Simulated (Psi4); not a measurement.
**C$_{4}$H$_{6}$ (charge +1): single-point calculation (part 2 of 2)**

C$_{4}$H$_{6}$, charge +1, multiplicity 2; TPSSh/6-31G*, UKS (Psi4 1.11). The geometry is that of the parent species in another charge or spin state. The geometry comes from this level: PBE0-D4/def2-TZVP.

Geometry of the input (Å):
```
C  -1.2387  0.8172  -1.0714
C  -0.5524  0.4534  0.0107
C  0.5691  -0.4635  -0.0102
C  1.2553  -0.8275  1.0720
H  -0.9847  0.4331  -2.0542
H  -2.0720  1.5064  -1.0114
H  -0.8308  0.8552  0.9828
H  0.8476  -0.8652  -0.9823
H  1.0010  -0.4436  2.0549
H  2.0886  -1.5166  1.0120
```

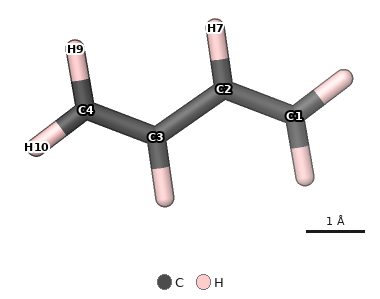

Fig. 1: The input geometry (stick view, seen on its broad side; atoms are numbered from 1 in the order of the input).

## Log, continued
```
 ------------------------------------------------------------------------------------

	total time  =        118 seconds =       1.97 minutes

Properties will be evaluated at   0.000000,   0.000000,   0.000000 [a0]

Properties computed using the TPSSH density matrix

 Multipole Moments:

 ------------------------------------------------------------------------------------
     Multipole            Electronic (a.u.)      Nuclear  (a.u.)        Total (a.u.)
 ------------------------------------------------------------------------------------

 L = 1.  Multiply by 2.5417464519 to convert [e a0] to [Debye]
 Dipole X            :         -0.4557013            0.4714867            0.0157854
 Dipole Y            :          0.2795616           -0.2893171           -0.0097555
 Dipole Z            :         -0.0152842            0.0158737            0.0005895
 Magnitude           :                                                    0.0185660

 L = 2.  Multiply by 1.3450342976 to convert [e a0^2] to [Debye ang]
 Quadrupole XX       :       -133.3960626          123.0973956          -10.2986670
 Quadrupole XY       :         80.2941303          -85.6868678           -5.3927375
 Quadrupole XZ       :        -76.6668850           80.7294828            4.0625977
 Quadrupole YY       :        -74.7494014           60.9633139          -13.7860876
 Quadrupole YZ       :         46.9038166          -48.8790116           -1.9751950
 Quadrupole ZZ       :       -103.9983822           93.5763173          -10.4220648
 Traceless XX        :        -29.3481139           30.5517200            1.2036062
 Traceless YY        :         29.2985473          -31.5823618           -2.2838145
 Traceless ZZ        :          0.0495666            1.0306417            1.0802083

 ------------------------------------------------------------------------------------
  Mulliken Charges: (a.u.)
   Center  Symbol    Alpha    Beta     Spin     Total
       1     C     3.36281  2.88400  0.47880 -0.24681
       2     C     3.06583  2.99436  0.07146 -0.06019
       3     C     3.06585  2.99434  0.07152 -0.06019
       4     C     3.36285  2.88394  0.47891 -0.24679
       5     H     0.35511  0.37773 -0.02261  0.26716
       6     H     0.34800  0.37165 -0.02364  0.28035
       7     H     0.36822  0.37231 -0.00408  0.25947
       8     H     0.36822  0.37231 -0.00409  0.25948
       9     H     0.35511  0.37773 -0.02262  0.26717
      10     H     0.34800  0.37165 -0.02365  0.28036

   Total alpha = 15.00000, Total beta = 14.00000, Total charge =  1.00000

  Mayer Bond Indices:

  Total Bond Index:
  Irrep: 1 Size: 10 x 10

                 1                   2                   3                   4                   5

    1     0.00000000000000     1.48542104908171     0.10030034050788     0.09193254951236     0.90514329749981
    2     1.48542104908171     0.00000000000000     1.32867574456213     0.10026981032067    -0.01623277589580
    3     0.10030034050788     1.32867574456213     0.00000000000000     1.48533725668041     0.00322809747105
    4     0.09193254951236     0.10026981032067     1.48533725668041     0.00000000000000     0.00045656464628
    5     0.90514329749981    -0.01623277589580     0.00322809747105     0.00045656464628     0.00000000000000
    6     0.89717472778828    -0.00815942244743     0.00839723485211     0.00161781618833    -0.00661680668318
    7    -0.01090878842253     0.89765382322305    -0.01179610173779     0.00156970689963     0.00938515725744
    8     0.00156946800230    -0.01179438941910     0.89765111973616    -0.01090882802053     0.00288232297508
    9     0.00045639591553     0.00322848899946    -0.01622979747197     0.90513918720598     0.00026672602747
   10     0.00161727517846     0.00839452516663    -0.00815817790111     0.89717172979322     0.00004433191434

                 6                   7                   8                   9                  10

    1     0.89717472778828    -0.01090878842253     0.00156946800230     0.00045639591553     0.00161727517846
    2    -0.00815942244743     0.89765382322305    -0.01179438941910     0.00322848899946     0.00839452516663
    3     0.00839723485211    -0.01179610173779     0.89765111973616    -0.01622979747197    -0.00815817790111
    4     0.00161781618833     0.00156970689963    -0.01090882802053     0.90513918720598     0.89717172979322
    5    -0.00661680668318     0.00938515725744     0.00288232297508     0.00026672602747     0.00004433191434
    6     0.00000000000000     0.00169682306767     0.00014704574231     0.00004436891582     0.00031061803905
    7     0.00169682306767     0.00000000000000     0.00765654801003     0.00288270795392     0.00014713009705
    8     0.00014704574231     0.00765654801003     0.00000000000000     0.00938378297914     0.00169539434188
    9     0.00004436891582     0.00288270795392     0.00938378297914     0.00000000000000    -0.00661358912867
   10     0.00031061803905     0.00014713009705     0.00169539434188    -0.00661358912867     0.00000000000000

  Alpha Contribution:
  Irrep: 1 Size: 10 x 10

                 1                   2                   3                   4                   5

    1     0.00000000000000     0.91003274953675     0.00358617008326     0.06039010853770     0.44562424324568
    2     0.91003274953675     0.00000000000000     0.54861352069738     0.00358433060246    -0.00763306273302
    3     0.00358617008326     0.54861352069738     0.00000000000000     0.91001792181176     0.00161990105533
    4     0.06039010853770     0.00358433060246     0.91001792181176     0.00000000000000     0.00017944026585
    5     0.44562424324568    -0.00763306273302     0.00161990105533     0.00017944026585     0.00000000000000
    6     0.44140870246126    -0.00426124869675     0.00439353324229     0.00080664424288    -0.00288179235990
    7    -0.00546572744685     0.44799525219875    -0.00595493286078     0.00080437052817     0.00484002872349
    8     0.00080427679427    -0.00595400969270     0.44799319191594    -0.00546568095557     0.00144152925739
    9     0.00017935754583     0.00162004094241    -0.00763118377960     0.44561979278032     0.00013065674905
   10     0.00080638032148     0.00439218593215    -0.00426048528578     0.44140531632478     0.00002209527115

                 6                   7                   8                   9                  10

    1     0.44140870246126    -0.00546572744685     0.00080427679427     0.00017935754583     0.00080638032148
    2    -0.00426124869675     0.44799525219875    -0.00595400969270     0.00162004094241     0.00439218593215
    3     0.00439353324229    -0.00595493286078     0.44799319191594    -0.00763118377960    -0.00426048528578
    4     0.00080664424288     0.00080437052817    -0.00546568095557     0.44561979278032     0.44140531632478
    5    -0.00288179235990     0.00484002872349     0.00144152925739     0.00013065674905     0.00002209527115
    6     0.00000000000000     0.00085473507883     0.00008440335490     0.00002211326283     0.00016946690849
    7     0.00085473507883     0.00000000000000     0.00377627855759     0.00144172781014     0.00008445227266
    8     0.00008440335490     0.00377627855759     0.00000000000000     0.00483938301957     0.00085401059822
    9     0.00002211326283     0.00144172781014     0.00483938301957     0.00000000000000    -0.00288008525575
   10     0.00016946690849     0.00008445227266     0.00085401059822    -0.00288008525575     0.00000000000000

  Beta Contribution:
  Irrep: 1 Size: 10 x 10

                 1                   2                   3                   4                   5

    1     0.00000000000000     0.57538829954496     0.09671417042463     0.03154244097466     0.45951905425413
    2     0.57538829954496     0.00000000000000     0.78006222386475     0.09668547971821    -0.00859971316278
    3     0.09671417042463     0.78006222386475     0.00000000000000     0.57531933486865     0.00160819641572
    4     0.03154244097466     0.09668547971821     0.57531933486865     0.00000000000000     0.00027712438042
    5     0.45951905425413    -0.00859971316278     0.00160819641572     0.00027712438042     0.00000000000000
    6     0.45576602532701    -0.00389817375068     0.00400370160982     0.00081117194545    -0.00373501432328
    7    -0.00544306097568     0.44965857102429    -0.00584116887701     0.00076533637146     0.00454512853395
    8     0.00076519120803    -0.00584037972640     0.44965792782022    -0.00544314706496     0.00144079371770
    9     0.00027703836971     0.00160844805705    -0.00859861369237     0.45951939442566     0.00013606927841
   10     0.00081089485697     0.00400233923448    -0.00389769261533     0.45576641346844     0.00002223664318

                 6                   7                   8                   9                  10

    1     0.45576602532701    -0.00544306097568     0.00076519120803     0.00027703836971     0.00081089485697
    2    -0.00389817375068     0.44965857102429    -0.00584037972640     0.00160844805705     0.00400233923448
    3     0.00400370160982    -0.00584116887701     0.44965792782022    -0.00859861369237    -0.00389769261533
    4     0.00081117194545     0.00076533637146    -0.00544314706496     0.45951939442566     0.45576641346844
    5    -0.00373501432328     0.00454512853395     0.00144079371770     0.00013606927841     0.00002223664318
    6     0.00000000000000     0.00084208798884     0.00006264238741     0.00002225565300     0.00014115113056
    7     0.00084208798884     0.00000000000000     0.00388026945245     0.00144098014378     0.00006267782439
    8     0.00006264238741     0.00388026945245     0.00000000000000     0.00454439995957     0.00084138374366
    9     0.00002225565300     0.00144098014378     0.00454439995957     0.00000000000000    -0.00373350387292
   10     0.00014115113056     0.00006267782439     0.00084138374366    -0.00373350387292     0.00000000000000

  Atomic Valences:

 #  #
 Irrep: 1
      1:    3.472706315063822
      2:    3.787456853591331
      3:    3.787405716698875
      4:    3.472585793226358
      5:    0.898556915212487
      6:    0.894612405462962
      7:    0.898287006348475
      8:    0.898282464347284
      9:    0.898558271396683
     10:    0.894609237500853

  Variable Map:
  ----------------------------------------------------------------------------
  "CURRENT ENERGY"              =>    -155.684322391774
  "CURRENT REFERENCE ENERGY"    =>    -155.684322391774
  "DD SOLVATION ENERGY"         =>       0.000000000000
  "DFT FUNCTIONAL TOTAL ENERGY" =>    -155.684322391774
  "DFT TOTAL ENERGY"            =>    -155.684322391774
  "DFT VV10 ENERGY"             =>       0.000000000000
  "DFT XC ENERGY"               =>     -21.394735900903
  "GRID ELECTRONS ALPHA"        =>      14.999999680001
  "GRID ELECTRONS BETA"         =>      13.999999763411
  "GRID ELECTRONS TOTAL"        =>      28.999999443413
  "NUCLEAR REPULSION ENERGY"    =>     104.141005028577
  "ONE-ELECTRON ENERGY"         =>    -406.720265484004
  "PCM POLARIZATION ENERGY"     =>       0.000000000000
  "PE ENERGY"                   =>       0.000000000000
  "SCF ITERATION ENERGY"        =>    -155.684322391774
  "SCF ITERATIONS"              =>      13.000000000000
  "SCF TOTAL ENERGY"            =>    -155.684322391774
  "TWO-ELECTRON ENERGY"         =>     168.289673964556
  "XC GRID RADIAL POINTS"       =>      99.000000000000
  "XC GRID SPHERICAL POINTS"    =>     590.000000000000
  "XC GRID TOTAL POINTS"        =>  548421.000000000000

  Array Variable Map:
  ----------------------------------------------------------------------------
  "CURRENT DIPOLE"              =>       0.015785370579 ... 0.000589513123 1 by 3
  "SCF DIPOLE"                  =>       0.015785370579 ... 0.000589513123 1 by 3
  "SCF TOTAL ENERGIES"          =>    -155.360210355759 ... -155.684322391774 1 by 14
  "TPSSH DIPOLE"                =>       0.015785370579 ... 0.000589513123 1 by 3
  "TPSSH QUADRUPOLE"            =>     -10.298666950615 ... -10.422064822997 1 by 6

    Psi4 run time: 0:01:58.24
```

## Summary

- outcome: converged
- total energy: −155.684322 hartree
- basis functions: 68
- ⟨S²⟩: 0.767
- wall time: 2 min
- peak memory: 1.1 GiB
